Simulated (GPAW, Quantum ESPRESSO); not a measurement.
Consider ScF3 (Pm-3m).

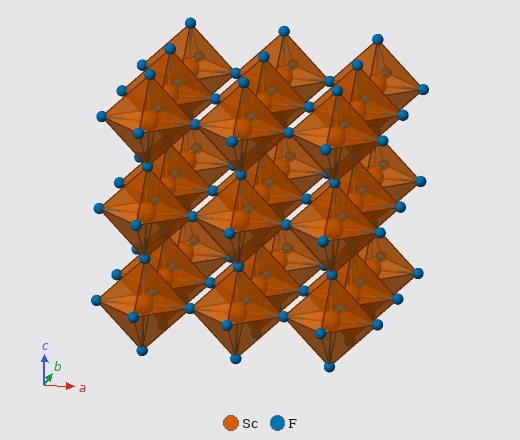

The structure (scandium orange, fluorine blue). 2×2×2 cells are drawn. Some periodic images of atoms are drawn too.

```cif
data_structure
_symmetry_space_group_name_H-M 'P 1'
_symmetry_Int_Tables_number 1
_cell_length_a 4.0125
_cell_length_b 4.0125
_cell_length_c 4.0125
_cell_angle_alpha 90.000
_cell_angle_beta 90.000
_cell_angle_gamma 90.000
_cell_volume 64.60
loop_
_atom_site_label
_atom_site_type_symbol
_atom_site_fract_x
_atom_site_fract_y
_atom_site_fract_z
_atom_site_occupancy
Sc1 Sc 0.00000 0.00000 0.00000 1
F2 F 0.00000 0.00000 0.50000 1
F3 F 0.00000 0.50000 0.00000 1
F4 F 0.50000 0.00000 0.00000 1
```

Absorber: atom 2, with 2 Sc at 2.01 Å (linear, site symmetry 4/mmm). Method: GPAW, LDA, full core hole (charged cell), 8-atom cell with 5.7 Å between holes, 6×6×6 k points, dipole transitions, Gaussian full width 0.9 eV up to 4 eV, rising linearly to 3.5 eV at 25 eV.

Q: Predict the near-edge structure at the F K edge.

Main maxima up to 24 eV above the zero (height): 0.8 eV (1.43), 3.5 eV (1.31), 10.6 eV (1.81) and 19.5 eV (1.30). A K edge sees empty p states; the first features are F p mixed into the empty d states of the Sc neighbours, and the broad ones above probably into the cations' higher empty bands. The total-energy difference plus the lowest empty eigenvalue puts the zero at 690.04 eV. One term is added: -9.89 eV, since the hole is spin-paired here and a spin-polarised one costs that much less in the free atom (computed apart). The photon energy is then 680.15 eV. The functional and the charged cell's background leave an error in such absolute values: in the free atom LDA prices this hole 4.7 eV below PBE (computed apart), and PBE is itself good to a few eV.

The F K spectrum (energy from the lowest empty level; intensity scaled to a mean of 1 over the first 20 eV):

| E (eV) | intensity |
| --- | --- |
| -2.0 | 0.00 |
| -0.5 | 0.04 |
| 1.0 | 1.33 |
| 2.5 | 0.95 |
| 4.0 | 1.04 |
| 5.5 | 0.61 |
| 7.0 | 1.01 |
| 8.5 | 1.14 |
| 10.0 | 1.73 |
| 11.5 | 1.54 |
| 13.0 | 0.72 |
| 14.5 | 0.51 |
| 16.0 | 0.59 |
| 17.5 | 0.79 |
| 19.0 | 1.24 |
| 20.5 | 1.11 |
| 22.0 | 0.57 |
| 23.5 | 0.41 |
| 25.0 | 0.58 |
| 26.5 | 0.96 |
| 28.0 | 1.40 |
| 29.5 | 1.67 |
| 31.0 | 1.69 |

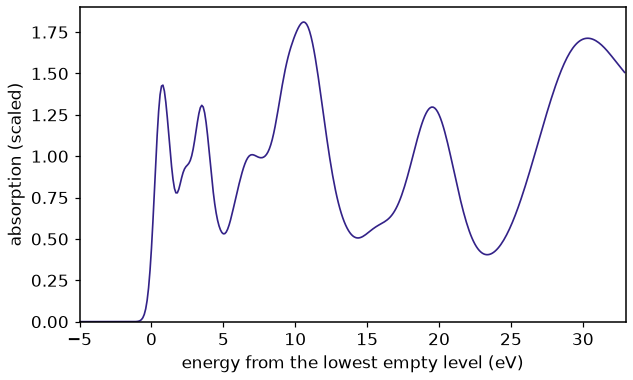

The F K edge.

The holes are only 5.7 Å apart, so the shape is probably not converged with cell size; no larger cell was run here. The mesh is coarse (0.26 Å⁻¹ between points), so small maxima may be mesh ripples. Lifetime broadening is put in by hand, and intensities beyond about 20 eV depend on it and on the partial waves; weight that the partial waves miss at high energy is lost. The structure is a published determination, not relaxed.

[Banner, clock and machine lines of the logs are left out without a mark of their own.]

[Logs are printed without paths, hosts, clocks, repeated set-up lines and the standing remarks that a program may print on its own settings, such as how far it seeks lower states.]

[Hosts, paths, dates, database ids (printed as entryN), source tags and the programs' standing remarks are cut or masked in the printed files.]

[Lists of maxima count a maximum above −3 eV only where it reaches 4 % of the highest in the window and stands out from its surroundings by 2 % of it (1.5 % where it reaches 55 %); shoulders and weaker maxima are passed over, and of the rest the first, up to two pre-edge ones and the few strongest are named.]
